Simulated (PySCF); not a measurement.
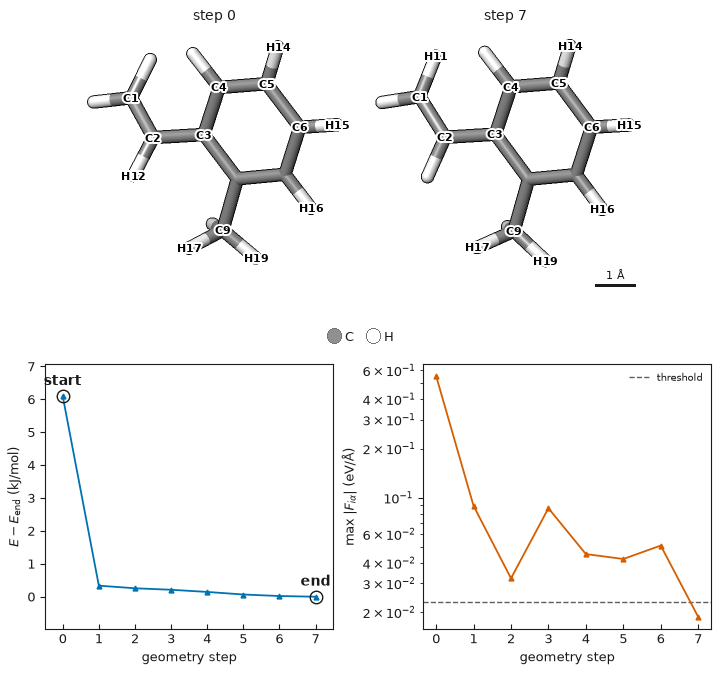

First and last geometry of a relaxation of C9H10, with the history of the run. A stick model, seen from a free direction.

The start comes from GFN2-xTB.

These are results of PBE0-D3(BJ)/def2-SVP geometry optimisation, gas phase in PySCF, not measurements. 

> Did the run converge, and what did it change?

It converged. Over 7 geometry steps the energy falls by 6.10 kJ/mol. The largest force component goes from 0.55 to 0.019 eV/Å. The largest move after the best rigid fit is that of an H atom, 0.22 Å. By element the largest moves are H 0.22 Å, C 0.08 Å. Near-neighbour distances that change, for instance: C–C 1.326 → 1.339 Å, C–H 1.082 → 1.095 Å, C–C 1.402 → 1.414 Å, C–C 1.384 → 1.392 Å.

```tsv
step	E − E(0), kJ/mol	largest force component, eV/Å
0	0.00	0.5546
1	-5.76	0.0893
2	-5.84	0.0322
3	-5.89	0.0864
4	-5.95	0.0454
5	-6.03	0.0423
6	-6.08	0.0511
7	-6.10	0.0188
```
